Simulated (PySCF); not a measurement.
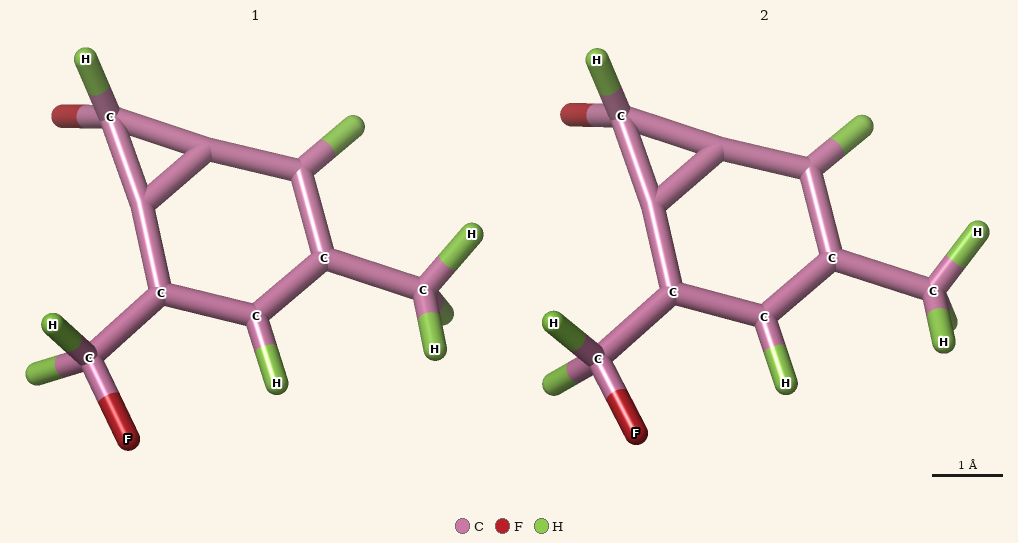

Two geometries of C9H8F2, drawn at one scale. One is the start of a relaxation, the other its converged end. A stick model, seen at a tilt.

Level of theory: PySCF, PBE0-D3(BJ)/def2-SVP geometry optimisation, gas phase. 

> Which one is relaxed?

Structure 1 is the relaxed one. The start comes from GFN2-xTB. Its atoms were then displaced at random by about 0.01 Å. The energy falls by 28.2 kJ/mol in 11 geometry steps. The largest move after the best rigid fit is that of an H atom, 0.20 Å. Largest moves by element: H 0.20 Å, F 0.18 Å, C 0.06 Å. Some distances before and after: C–H 1.047 → 1.099 Å, C–C 1.333 → 1.384 Å, C–C 1.533 → 1.498 Å, C–C 1.390 → 1.354 Å. Among the angles between lasting bonds that change: H–C–H 113.8° → 108.2°, C–C–H 107.5° → 110.7°, C–C–H 109.3° → 111.4°.
